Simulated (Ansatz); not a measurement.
K$_{4}$Sn

Input

```
crystal:
  lattice:
    - [-4.2353906192, 4.2353906192, 4.2353906192]
    - [4.2353906192, -4.2353906192, 4.2353906192]
    - [4.2353906192, 4.2353906192, -4.2353906192]
  atoms:
    - { symbol: K, position: [0.5, 0.5, 0.5] }
    - { symbol: K, position: [0.5, 0.0, 0.0] }
    - { symbol: K, position: [0.0, 0.0, 0.5] }
    - { symbol: K, position: [0.0, 0.5, 0.0] }
    - { symbol: Sn, position: [0.0, 0.0, 0.0] }
basis:
  ecutwfc: 420
kpoints:
  mp_grid: { grid: [6, 6, 6] }
  band_path:
    path:
      - [[0.0, 0.0, 0.0], [0.5, -0.5, 0.5], [0.0, 0.0, 0.5], [0.0, 0.0, 0.0], [0.25, 0.25, 0.25], [0.5, -0.5, 0.5]]
      - [[0.25, 0.25, 0.25], [0.0, 0.0, 0.5]]
    npoints: 14
hamiltonian:
  xc: pbesol
scf:
  occupations: { method: gaussian, width: 0.1 }
  n_extra_bands: 12
output:
  forces: true
  stress: true
  eigenvalues: true
  populations: true
  dos: { projected: true, de: 0.02, nscf_kmesh: { grid: [8, 8, 8] } }
  bader: true
  write_density: true
  write_potential: true
  elf: true
  volumetric_format: npy
```

Run with:

```sh
ansatz run input.yaml --threads 1 --pin off --max-ram 2560MiB --backend cpu --events-out ev --progress --plain --runs-dir out
```

Below, planes, directions and counts refer to the conventional cell (a = 8.47 Å, b = 8.47 Å, c = 8.47 Å, α = 90.00°, β = 90.00°, γ = 90.00°).

Space group Im-3m; a structure generated by program, which may or may not match a known phase.

These are results of Ansatz, DFT PBEsol, scalar-relativistic, plane waves, PAW, not measurements.

What will maps of the valence pseudo-density and electron localisation function show?

K–Sn (3.67 Å): the density is about 0.08 e/Å³ at the midpoint, with its minimum of 0.06 e/Å³ about 1.6 Å from K; the ELF peaks at about 0.55 in the valence shell of Sn, 1.5 Å from its nucleus, and drops to about 0.05 between the two atoms; no shared electron pair shows on this line.
Bader's partition of the density gives K +0.55 and Sn −2.19 e.

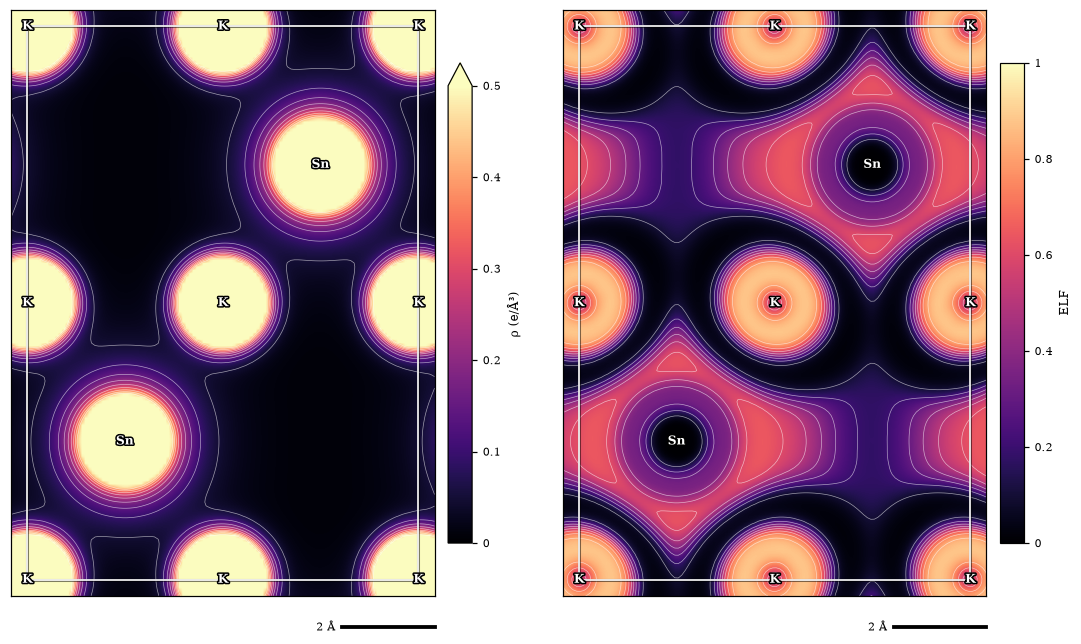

Computed valence pseudo-density and electron localisation function on the (011̄) plane of the conventional cell, in this order. 

Core electrons are frozen (PAW), and the valence fields are smoothed inside the atomic spheres.
